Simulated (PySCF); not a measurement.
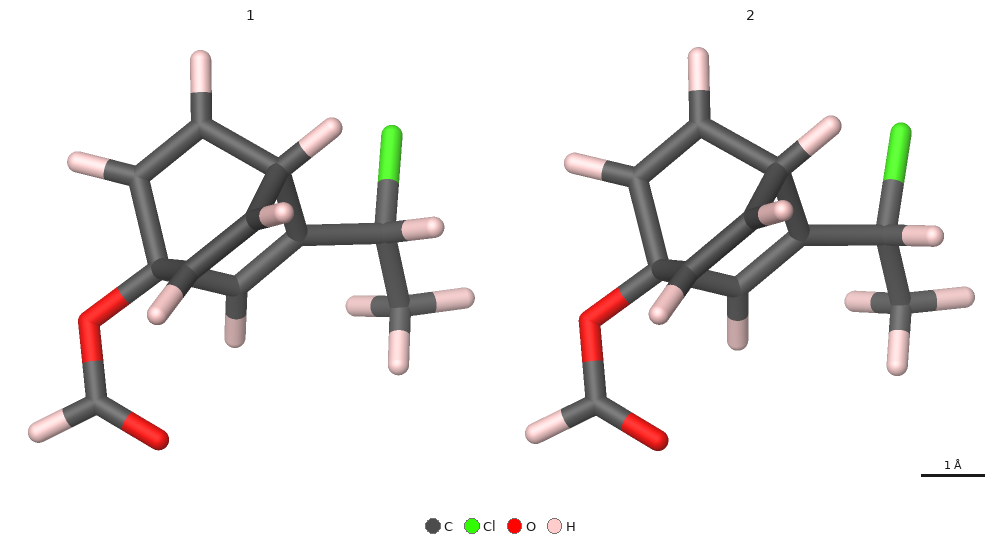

Two geometries of C11H11ClO2, drawn at one scale. One is the start of a relaxation, the other its converged end. A stick model, seen at a tilt.

Level of theory: PBE0-D3(BJ)/def2-SVP geometry optimisation, gas phase (PySCF 2.14.0, density-fitted response routines). 

Which geometry has the lower energy?

Structure 2 is the relaxed one. The start comes from GFN2-xTB. Its atoms were then displaced at random by about 0.01 Å. The atom that moves furthest after the best rigid fit is the Cl atom (0.21 Å). By element the largest moves are Cl 0.21 Å, H 0.15 Å, C 0.06 Å, O 0.05 Å. Among the contacts that change: C–H 1.045 → 1.090 Å, C–H 1.057 → 1.099 Å, C–C 1.526 → 1.487 Å, C–H 1.076 → 1.110 Å. Among the angles between lasting bonds that change: C–C–H 106.9° → 110.4°, H–C–H 111.9° → 108.8°, C–C–H 118.0° → 120.8°. After 7 geometry steps the energy has fallen by 31.6 kJ/mol. The run took 5.1 min on 2 threads of Intel(R) Xeon(R) Platinum 8259CL CPU @ 2.50GHz, with other jobs on the host.
